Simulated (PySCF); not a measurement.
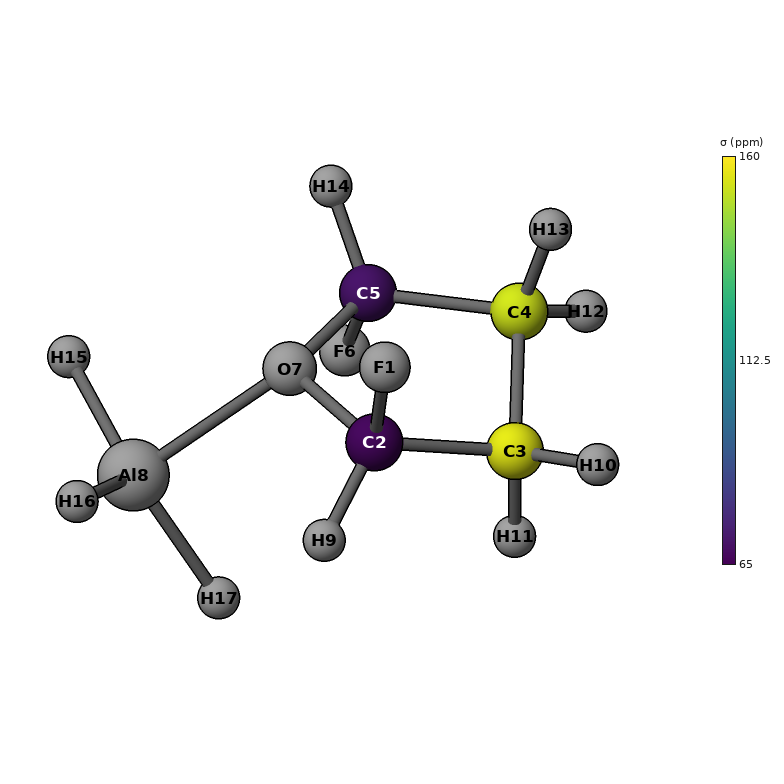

Atoms are coloured by their isotropic NMR shieldings (C only, the others grey). Computed geometry: GFN2-xTB optimisation. No frequency run is at hand to confirm it as a minimum. Properties computed with GIAO PBE0/pcSseg-1 NMR shielding, non-relativistic, gas phase (PySCF 2.14.0).

Give the isotropic NMR shieldings of the C atoms atom by atom.

```csv
atom,σ (ppm)
C2,67.4
C3,155.2
C4,152.8
C5,70.2
```

The geometry is semi-empirical. Around Al such bond lengths and angles can be off by a tenth of an ångström or more and by several degrees, and values that hang on the shape move with them.
